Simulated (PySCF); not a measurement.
Bond stretch in AlN, triplet.

Methods: UKS-PBE0 = PySCF with unrestricted PBE0/cc-pVTZ; UHF/cc-pVTZ (PySCF); UKS-TPSSh = unrestricted TPSSh/cc-pVTZ in PySCF.

Magnitude of the dipole moment (D; its direction can reverse along the curve, and a method can change to another solution) and Mulliken charge of the fragment that holds Al1:

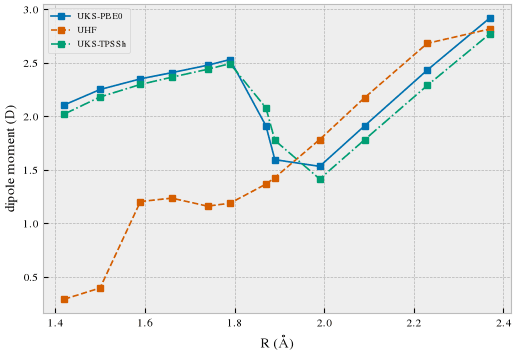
Dipole moment against bond length.

```
R / Å  μ UKS-PBE0  q UKS-PBE0  μ UHF  q UHF  μ UKS-TPSSh  q UKS-TPSSh
-----  ----------  ----------  -----  -----  -----------  -----------
1.42         2.11        0.30   0.29   0.24         2.02         0.32
1.50         2.25        0.28   0.39   0.23         2.18         0.29
1.59         2.35        0.26   1.20   0.22         2.30         0.27
1.66         2.41        0.26   1.23   0.22         2.36         0.27
1.74         2.48        0.27   1.16   0.24         2.44         0.28
1.79         2.53        0.28   1.19   0.26         2.49         0.28
1.87         1.91        0.26   1.37   0.30         2.08         0.27
1.89         1.59        0.26   1.43   0.31         1.77         0.27
1.99         1.53        0.30   1.78   0.37         1.41         0.29
2.09         1.91        0.34   2.17   0.41         1.78         0.33
2.23         2.43        0.38   2.68   0.45         2.29         0.38
2.37         2.92        0.41   2.82   0.44         2.77         0.40
```

The scan ran from 1.42 to 7.13 Å; beyond the distances shown one of the unrestricted levels run for this scan, shown here or not, changes its spin distribution in one step. The unrestricted determinant behind UHF is spin-contaminated at 1.59 to 1.89, 2.37 Å (<S²> up to 2.2, against 2.00 for a pure triplet).
